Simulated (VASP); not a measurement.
Band structure of ZrB$_{2}$ (AlB2 type). Level of theory: vdW-DF2, VASP's PBE PAW potentials (set 64) (plane waves; VASP).

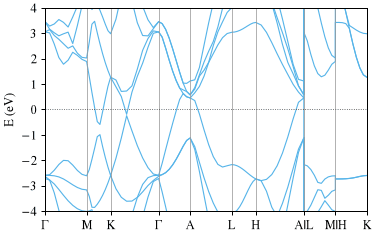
Figure: Bands along high-symmetry lines, zero at the valence-band maximum or, without a gap, the Fermi level

### Question
Read the plot: is there a gap, and where are the band edges?

### Answer
It has no gap at this level: it comes out as a metal or semimetal. (Edges off the drawn lines would not show.)

The compound is ZrB2 in the AlB2 type structure. It was relaxed first.
